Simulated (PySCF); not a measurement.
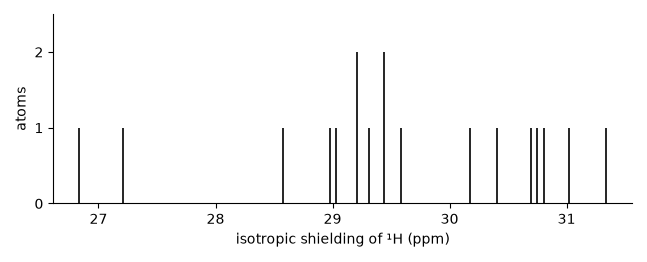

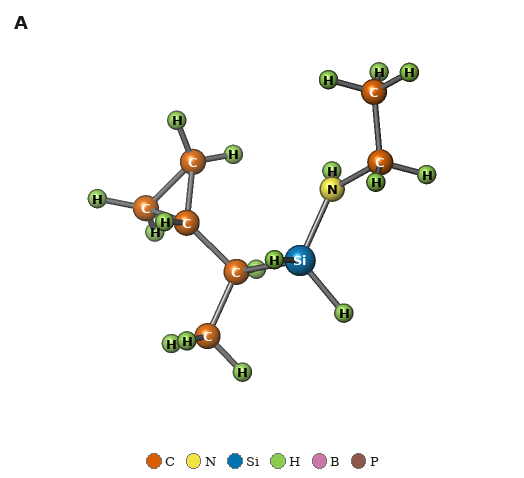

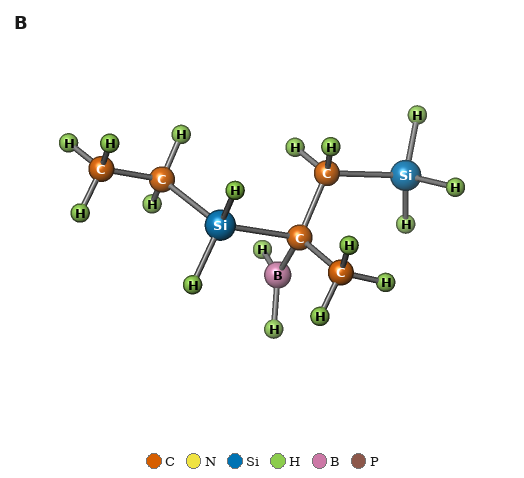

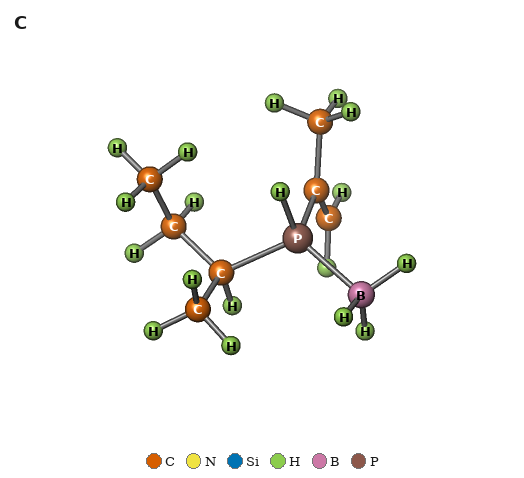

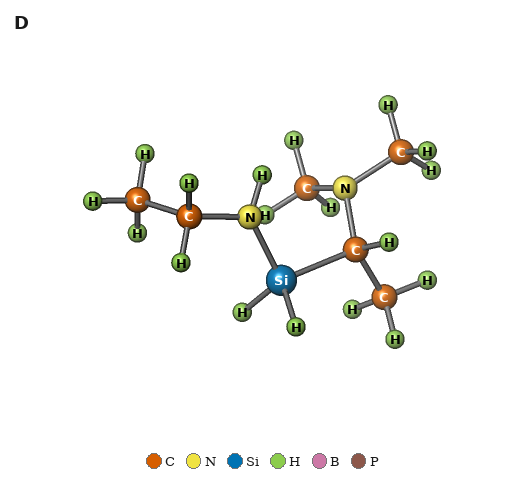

The sticks are computed shieldings of one of the molecules, for one fixed geometry (GFN2-xTB) without averaging over rotations. Low shielding means a high chemical shift. Method: GIAO PBE0/pcSseg-1 NMR shielding, non-relativistic, gas phase (PySCF 2.14.0).

**Match the spectrum to a structure.**

D, `CCN[SiH2][C@@H](C)N(C)C`. Its 18 H atoms give lines at 26.84, 27.21, 28.58, 28.98, 29.03, 29.21 (2 atoms), 29.31, 29.44 (2 atoms), 29.58, 30.18, 30.41, 30.70, 30.75, 30.81, 31.02, 31.34 ppm.

The geometry is semi-empirical. Around B, P, Si such bond lengths and angles can be off by a tenth of an ångström or more and by several degrees, and values that hang on the shape move with them.
